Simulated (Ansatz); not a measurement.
Base system: SiC (space group P6_3mc, No. 186; a = 3.0781 Å, c = 10.0762 Å). Axes: x lies along a and z along c of the hexagonal cell.

It is then changed as follows: the cell is compressed by 1.20 % along x with no lateral relaxation; the atoms relax in the strained cell.

Level of theory: PBEsol (Ansatz, a quantum-chemistry and plane-wave program), no SOC, earlier PAW set.

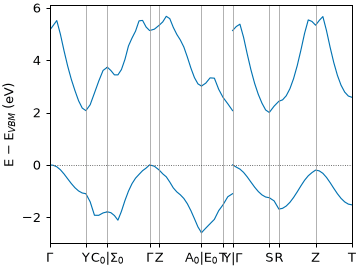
Highest valence and lowest conduction band along the path of the changed cell's own zone

Problem. Read the changed gap and its character from the plot.

Solution. About 2.0 eV, indirect, Γ → S.

Whether these cells are dynamically stable was not tested. Labels are those of the standard path for the cell's own space group.
